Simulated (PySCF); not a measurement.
**What a change does: NMR shielding calculation on B$_{2}$SiPH$_{7}$**

System: B$_{2}$SiPH$_{7}$, SMILES BP(B)[SiH3].
Method of the first run: GIAO PBE0/6-31G* NMR shielding, non-relativistic, gas phase (PySCF 2.14.0).

The geometry comes from this level: PBE0-D3(BJ)/def2-SVP. Text and figures count atoms from 1; the logs count them from 0 in places.

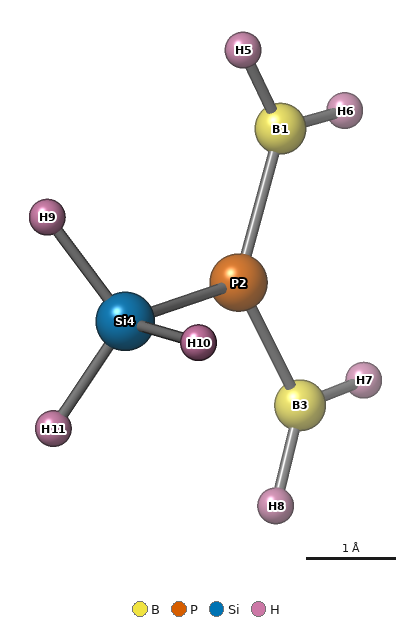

**Figure 1.** The structure (ball-and-stick view, seen at a tilt; atoms are numbered from 1 in the order of the input). Bond lengths as drawn: B–H 1.21 Å, B–P 1.84 Å, H–Si 1.49 Å and P–Si 2.24 Å.

## Input, the first run
```
{"job": {"kind": "nmr", "xc": "PBE0", "basis": "6-31G*", "pop": true}, "charge": 0, "multiplicity": 1}
B      0.008778     2.017330     0.201551
P      0.412193     0.227637     0.055820
B      2.155310    -0.361905     0.073069
Si    -1.259281    -1.260546     0.067393
H     -1.141428     2.376335     0.246162
H      0.928714     2.794845     0.237167
H      3.021081     0.475870     0.109878
H      2.397662    -1.541746     0.035468
H     -2.453550    -0.606701    -0.540832
H     -1.582007    -1.695769     1.458345
H     -0.843115    -2.444449    -0.737714
```

The first line tells a small driver script what to run in PySCF; the rest is the geometry in Å.

Command:
```bash
OMP_NUM_THREADS=1 python <driver script> task.json out
```

Hardware: 1 CPU thread, shared host.

## Output (the first run)
```
coarse grid: 9760 points
cycle   1  E = -684.3852393582  dE = -7.797e-02  |g| = 1.661e-01  |ddm| = 2.762e+00
cycle   2  E = -684.3891468730  dE = -3.908e-03  |g| = 1.429e-01  |ddm| = 4.794e-01
cycle   3  E = -684.3972705161  dE = -8.124e-03  |g| = 1.954e-02  |ddm| = 2.482e-01
cycle   4  E = -684.3974008908  dE = -1.304e-04  |g| = 7.839e-03  |ddm| = 3.544e-02
cycle   5  E = -684.3974236738  dE = -2.278e-05  |g| = 1.394e-03  |ddm| = 1.353e-02
cycle   6  E = -684.3974244169  dE = -7.431e-07  |g| = 3.063e-04  |ddm| = 2.237e-03
final grid: 83872 points
cycle   7  E = -684.3547856335  dE = -1.251e-05  |g| = 3.864e-03  |ddm| = 1.837e-02
cycle   8  E = -684.3547850761  dE =  5.574e-07  |g| = 4.148e-03  |ddm| = 9.507e-03
cycle   9  E = -684.3547911527  dE = -6.077e-06  |g| = 3.438e-04  |ddm| = 5.309e-03
cycle  10  E = -684.3547912007  dE = -4.799e-08  |g| = 5.399e-05  |ddm| = 6.252e-04
cycle  11  E = -684.3547912018  dE = -1.056e-09  |g| = 1.599e-05  |ddm| = 1.038e-04
cycle  12  E = -684.3547912019  dE = -9.038e-11  |g| = 5.919e-06  |ddm| = 3.099e-05
converged SCF energy = -684.3547912019

GIAO shielding tensors (ppm)
atom      isotropic    diamagn.    paramagn.     s11        s22        s33       span
  0 B       43.884     198.773    -154.889    -25.724     17.989    139.386    165.109
  1 P      383.007     972.260    -589.253    152.061    468.725    528.235    376.174
  2 B       44.041     198.771    -154.730    -25.621     17.898    139.847    165.467
  3 Si     464.065     882.737    -418.672    443.920    462.684    485.592     41.671
  4 H       24.085      30.156      -6.071     17.601     26.573     28.082     10.481
  5 H       23.979      29.863      -5.884     17.887     26.665     27.385      9.498
  6 H       23.964      29.794      -5.830     17.849     26.630     27.414      9.566
  7 H       24.077      29.947      -5.871     17.612     26.558     28.059     10.447
  8 H       27.313      29.396      -2.083     24.091     25.746     32.103      8.012
  9 H       27.217      28.991      -1.774     24.025     25.363     32.264      8.239
 10 H       27.307      29.262      -1.956     24.100     25.701     32.118      8.018
```

The second run used a changed input.

## The two runs side by side

| quantity | the first run | the second run |
| --- | --- | --- |
| outcome | converged | converged |
| total energy (hartree) | −684.354791 | −683.534310 |
| HOMO (eV) | −7.32 | −7.65 |
| LUMO (eV) | −2.07 | −2.28 |
| dipole moment (D) | 1.04 | 1.14 |
| shielding of B1 (ppm) | 43.9 | 24.9 |
| shielding of P2 (ppm) | 383.0 | 402.3 |
| shielding of B3 (ppm) | 44.0 | 25.0 |
| shielding of Si4 (ppm) | 464.1 | 459.1 |
| shielding of H9 (ppm) | 27.3 | 28.3 |
| shielding of H10 (ppm) | 27.2 | 28.3 |
| shielding of H11 (ppm) | 27.3 | 28.3 |
| SCF iterations | 12 | 11 |
| basis functions | 78 | 58 |
| wall time (shared host) | 4.6 s | 3 s |

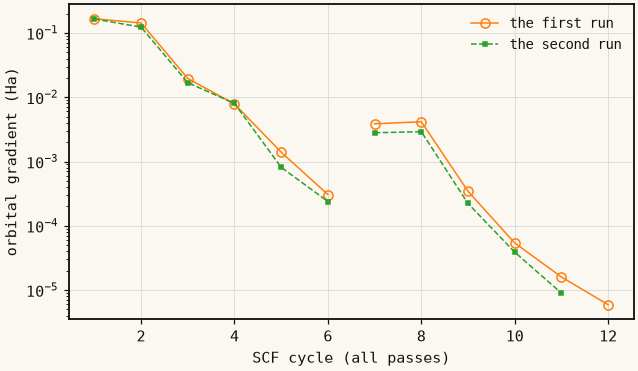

**Figure 2.** Convergence of the two runs: orbital gradient against the SCF cycle. A break in a curve parts two SCF passes (coarse and final grid). The first run takes 12 cycles in all, and the second run takes 11.

What was changed in the input?

The change (lines with − go, lines with + come):
```diff
-"basis": "6-31G*"
+"basis": "pcSseg-0"
```

The total energy of the second run is 514.9 kcal/mol higher, which measures the change of basis and not a stability. The HOMO goes from −7.32 to −7.65 eV. The LUMO goes from −2.07 to −2.28 eV. The dipole moment goes from 1.04 to 1.14 D. Of all shieldings, the largest change is that of P2, by +19.3 ppm. The SCF takes 11 iterations against 12. The basis functions go from 78 to 58.

## Output (the second run)
```
coarse grid: 9760 points
cycle   1  E = -683.4524299204  dE = -1.182e-01  |g| = 1.649e-01  |ddm| = 3.059e+00
cycle   2  E = -683.4575498767  dE = -5.120e-03  |g| = 1.230e-01  |ddm| = 5.081e-01
cycle   3  E = -683.4631432778  dE = -5.593e-03  |g| = 1.683e-02  |ddm| = 2.418e-01
cycle   4  E = -683.4632338078  dE = -9.053e-05  |g| = 8.008e-03  |ddm| = 3.567e-02
cycle   5  E = -683.4632545274  dE = -2.072e-05  |g| = 8.122e-04  |ddm| = 1.287e-02
cycle   6  E = -683.4632547531  dE = -2.257e-07  |g| = 2.387e-04  |ddm| = 2.034e-03
final grid: 83872 points
cycle   7  E = -683.5343072464  dE = -8.722e-06  |g| = 2.801e-03  |ddm| = 2.060e-02
cycle   8  E = -683.5343071699  dE =  7.642e-08  |g| = 2.908e-03  |ddm| = 7.592e-03
cycle   9  E = -683.5343100134  dE = -2.843e-06  |g| = 2.224e-04  |ddm| = 4.243e-03
cycle  10  E = -683.5343100332  dE = -1.979e-08  |g| = 3.888e-05  |ddm| = 5.278e-04
cycle  11  E = -683.5343100337  dE = -5.256e-10  |g| = 8.968e-06  |ddm| = 9.520e-05
converged SCF energy = -683.5343100337

GIAO shielding tensors (ppm)
atom      isotropic    diamagn.    paramagn.     s11        s22        s33       span
  0 B       24.857     197.168    -172.311    -50.469     -7.662    132.702    183.170
  1 P      402.284     971.669    -569.386    109.648    503.679    593.524    483.876
  2 B       25.045     197.130    -172.085    -50.383     -7.801    133.318    183.701
  3 Si     459.089     881.126    -422.037    421.406    436.938    518.922     97.516
  4 H       24.276      29.358      -5.082     17.407     26.912     28.509     11.102
  5 H       24.142      29.506      -5.364     17.710     26.972     27.742     10.032
  6 H       24.125      29.370      -5.245     17.664     26.947     27.765     10.101
  7 H       24.278      29.253      -4.974     17.425     26.918     28.492     11.066
  8 H       28.255      29.571      -1.316     24.329     26.686     33.750      9.422
  9 H       28.256      29.250      -0.994     24.458     26.413     33.897      9.438
 10 H       28.252      29.557      -1.305     24.349     26.636     33.771      9.422
```
